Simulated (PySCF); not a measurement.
## A study: FH$_{2}$P, SMILES `FP`

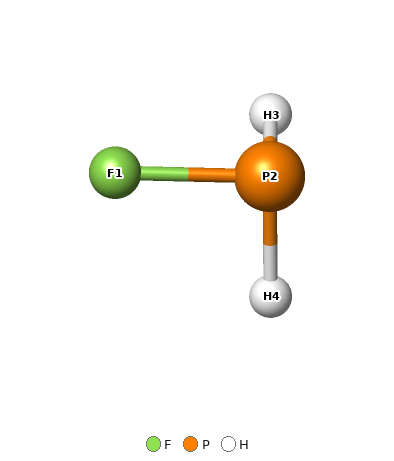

The molecule, with its atoms numbered as below. No frequency check shows the geometry to be a minimum.

Cartesian coordinates (Å):

```
F1      -1.0761    0.0000   -0.0199
P2       0.5494   -0.0000    0.1241
H3       0.7220    1.0076   -0.8411
H4       0.7221   -1.0072   -0.8414
```

Part 1: Bonding charge

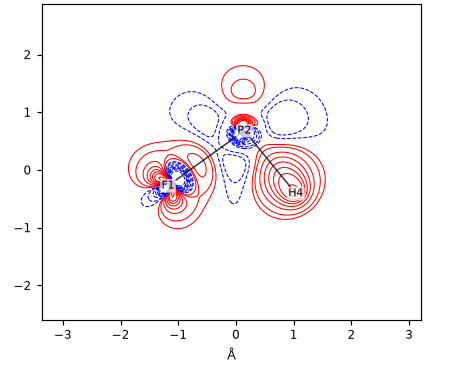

Deformation density (molecule less spherical, spin-averaged free atoms) in the plane of F1, P2 and H4; contours at ±0.05 to ±0.8 e/Å³; solid red lines: gain, dashed blue lines: loss.

Computed with PySCF, ωB97X/def2-TZVP, geometry: GFN2-xTB.

Q: How much density has each bond in this plane gained at its critical point, relative to the free atoms?

A: P2–H4: +0.29 e/Å³ at the bond critical point (bond length 1.41 Å, Mayer order 1.0). F1–P2: −0.01 e/Å³ at the bond critical point (bond length 1.63 Å, Mayer order 1.0); up to 0.6 Å beside the axis the gain reaches +0.24 e/Å³. In all, 1.0 electrons gather in the regions of gain relative to the promolecule. A small or negative value marks a very polar bond, one between electron-rich atoms, whose free-atom densities already overlap strongly, a long bond to a heavier atom, or a closed-shell contact such as a hydrogen bond.

Q: Where do the Hirshfeld charges lie?

A: The highest Hirshfeld charge is on P2 (+0.21 e), the lowest on F1 (−0.17 e).

```
atom  charge (e)
  F1       −0.17
  P2       +0.21
  H3       −0.02
  H4       −0.02
```

Part 2: Bond critical points

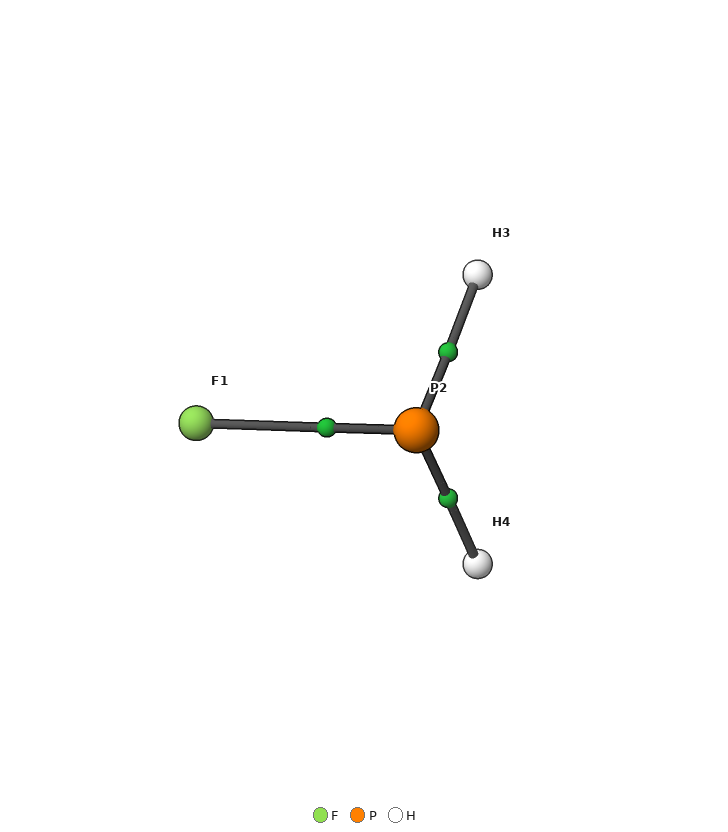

Molecular graph of the electron density (QTAIM): bond paths, bond critical points (green), ring points (magenta, if any); weak paths are dashed.

Q: How many critical points of each kind are there, and does the count close?

A: 4 nuclei, 3 bond, 0 ring and 0 cage critical points: 4 − 3 + 0 − 0 = 1, as the Poincaré–Hopf relation requires.

Q: Tabulate density, Laplacian, ellipticity and energy density at the bond critical points (atomic units).

A:
| bond | length (Å) | ρ (a.u.) | ∇²ρ (a.u.) | ε | H (a.u.) |
| --- | --- | --- | --- | --- | --- |
| P2–H4 (2 alike) | 1.406 | 0.174 | −0.13 | 0.20 | −0.172 |
| F1–P2 | 1.632 | 0.150 | +0.61 | 0.06 | −0.099 |

Q: What kind of interaction is F1–P2?

A: Polar or intermediate (positive Laplacian, negative energy density H): ρ = 0.150, ∇²ρ = +0.61, H = −0.099 a.u.

Part 3: Local ionisation energy

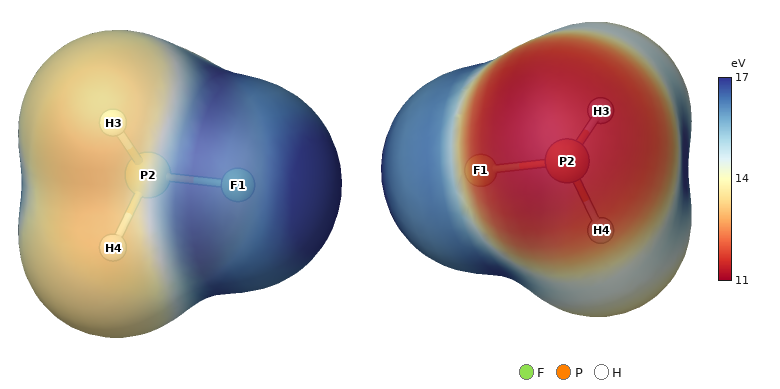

Average local ionisation energy on the surface of electron density 0.001 a.u. (back view left, front view right).

Q: Locate the minima of the map.

A: The lowest value is 11.0 eV, 2.3 Å from P2. Further minima include 13.2 eV, 1.5 Å from H3. For comparison, the highest occupied orbital lies at −10.4 eV.

Part 4: Excited states

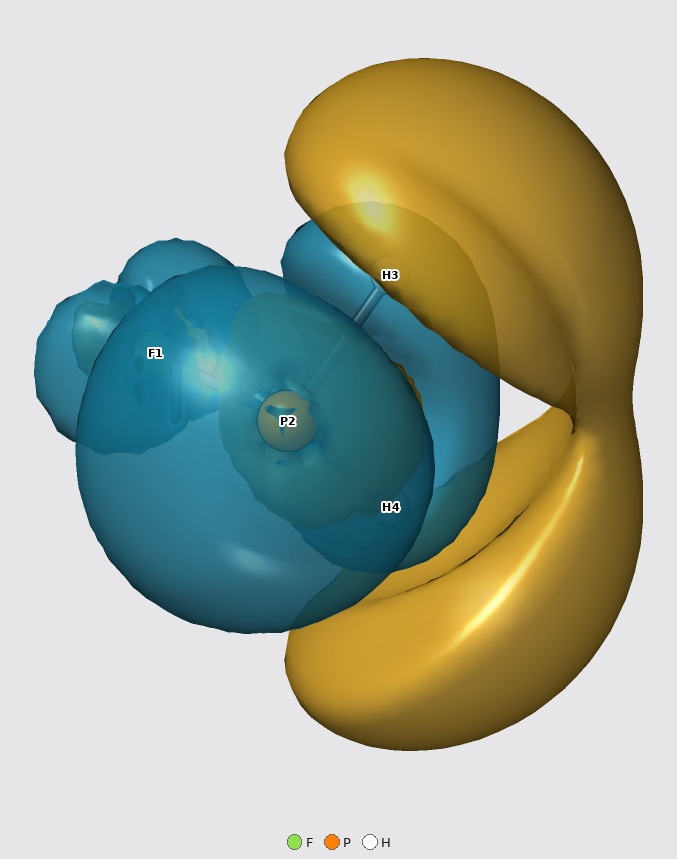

Unrelaxed difference density of T₃ less the ground state (TDA triplet states), ±0.006 e/Å³; yellow: gain, teal: loss.

Level of theory: CAM-B3LYP/aug-cc-pVDZ (PySCF), at a geometry from GFN2-xTB.

Q: How does the charge move on excitation?

A: 0.78 e is displaced in all, largely into diffuse regions outside the molecule. The state: 6.68 eV (186 nm), spin-forbidden from the singlet ground state, diffuse (Rydberg-like) orbital; the leading pair carries 99 %; hole on P2 (70 %), F1 (13 %) and H3 and H4 (9 % each), electron on P2 (52 %) and H3 and H4 (22 % each) (atom shares of so diffuse an orbital are rough); their centroids lie 1.0 Å apart.

Part 5: Stretching a bond

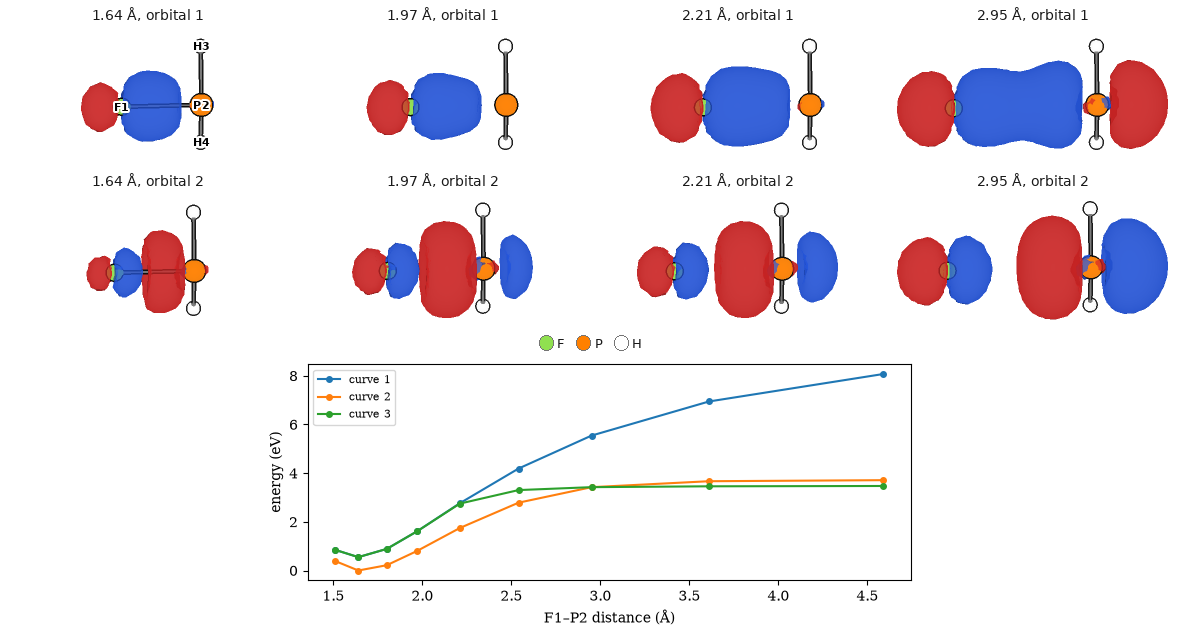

Rigid stretch of the F1–P2 bond. The two CASSCF(2,2) natural orbitals nearest half filling (orbital 1 the more occupied). Below: energies along the scan, from the lowest point of the three curves.

Method: def2-SVPD basis; geometry: GFN2-xTB; program: PySCF.

Q: How do the occupations change along the stretch?

A: 1.64 Å: 1.98 and 0.02; 1.97 Å: 1.95 and 0.05; 2.21 Å: 1.90 and 0.10; 2.95 Å: 1.47 and 0.53. At the longest distance computed (4.59 Å) they are 1.03 and 0.97, and the effective number of unpaired electrons is 2.0.

Q: Which curve is which method?

A: Curve 1 is RHF. Curve 2 is CASSCF(2,2). Curve 3 is UHF. RHF rises too steeply because it keeps both electrons in one orbital and so mixes in ionic fragments.

Q: Where does the UHF solution part from RHF?

A: Between 1.97 Å (⟨S²⟩ = 0, the two coincide) and 2.21 Å (⟨S²⟩ = 0.22); at 4.59 Å ⟨S²⟩ is 1.02 and UHF lies 4.6 eV below RHF.

Q: How much energy does the stretch cost?

A: By CASSCF, 3.7 eV from the lowest point of the scan (1.64 Å) to 4.59 Å; RHF gives 7.5 eV from its own lowest point. The fragments aren't relaxed and dynamic correlation is missing, so this isn't a bond dissociation energy.

The PySCF runs shown took 4.2 s, 23 s and 35 s on 1 thread of Intel(R) Xeon(R) Platinum 8488C (Sapphire Rapids), on a shared host.
